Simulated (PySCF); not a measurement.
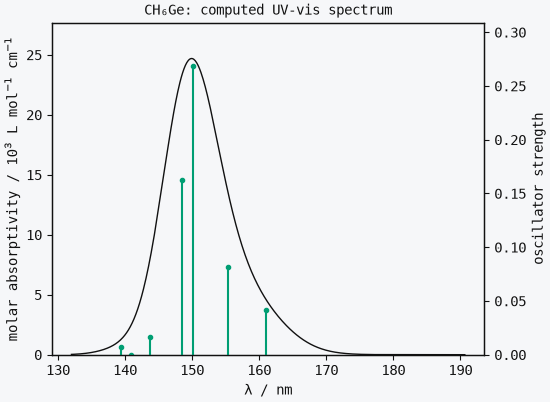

Computed absorption of CH₆Ge, SMILES [CH3][GeH3], singlet. Vertical TDDFT excitations, PBE0/aug-cc-pVTZ in PySCF 2.14.0, at a PBE0-D3(BJ)/def2-SVP geometry (no frequency check), gas phase. The lowest 10 singlet states are shown; each is broadened by a Gaussian of 1/e half-width 0.30 eV. Sticks give oscillator strengths (right axis). States within 0.01 eV of each other are merged, with their strengths summed. The highest state may be half of a pair whose partner wasn't computed.

Question: Where is the lowest singlet, and is it bright?

Answer: S1 lies at 7.70 eV (161 nm) with f = 0.041, mainly HOMO → LUMO (98 %); it is weak.

Question: List the transitions behind the spectrum.

Answer:
```tsv
state	E (eV)	λ (nm)	f	main character
S1	7.70	161	0.041	HOMO → LUMO (98 %)
S2/S3	7.98	155	0.082	HOMO−1/HOMO−2 → LUMO
S4	8.26	150	0.268	HOMO → LUMO+1 (94 %)
S5/S6	8.35	149	0.163	HOMO−1/HOMO−2 → LUMO+1
S7/S8	8.63	144	0.016	HOMO → LUMO+3/LUMO+2
S9	8.80	141	0.000	HOMO−1 → LUMO+2 (22 %)
S10	8.89	139	0.007	HOMO → LUMO+5 (64 %)
```

Caveats: core orbitals are frozen in the response.
